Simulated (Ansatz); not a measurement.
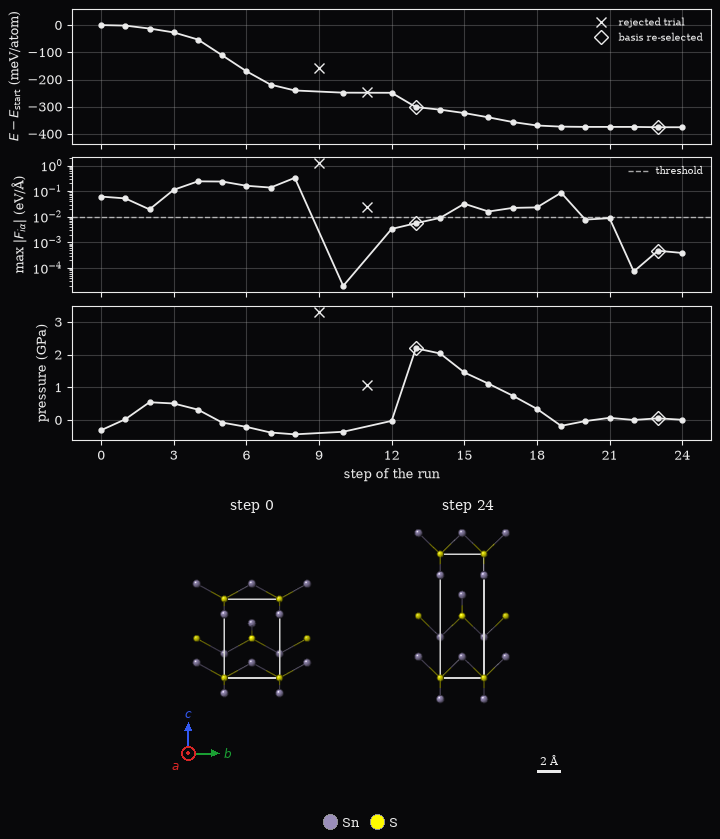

First and last geometry of a relaxation of a crystal of Sn₂S (built on the tetragonal zirconia_137 type), with the history of the run. Style: ball-and-stick. Shown: the cell of the calculation, along the a axis.

Case: anti-tetragonal zirconia type (P4_2/nmc, No. 137).

Method: DFT PBE, scalar-relativistic, plane waves, PAW (Ansatz). (plane-wave cutoff 420 eV; k-point mesh 8 × 8 × 6; occupations gaussian; smearing width 0.1 eV; no spin polarisation; cell and atoms relaxed; force threshold 0.01 eV/Å; at most 80 steps)

Read the history and describe the run.

Answer. The run was cut off at its time limit before the program reported convergence, but its last step already meets the force threshold: the largest component is 0.00039 eV/Å against 0.01 eV/Å. The pressure is within 0.01 GPa of its target. After 20 accepted moves (24 points after the start) the energy has fallen by 375 meV per atom. Largest force component: 0.061 eV/Å at the start, 0.00039 eV/Å at the end. The pressure goes from −0.31 to 0.01 GPa. The line search rejected the trial steps at points 9, 11 of the run. At 2 points the geometry stayed and the basis and grid were re-selected for the new cell (energy shift of 52.5 meV per atom at most each time). The largest moves relative to the cell, 0.25 Å, are those of Sn atoms. S stays in place. Cell: a = b 4.939 → 3.903 Å (−21.0 %), c 7.058 → 11.075 Å (+56.9 %). Volume −2.0 %. Among the contacts that change: S–Sn 2.822 → 2.716 Å. Among the angles between lasting bonds that change: S–Sn–S 122.1° → 91.9°, Sn–S–Sn 122.1° → 91.9°, Sn–S–Sn 103.5° → 118.9°. The space group stays P4_2/nmc (No. 137).
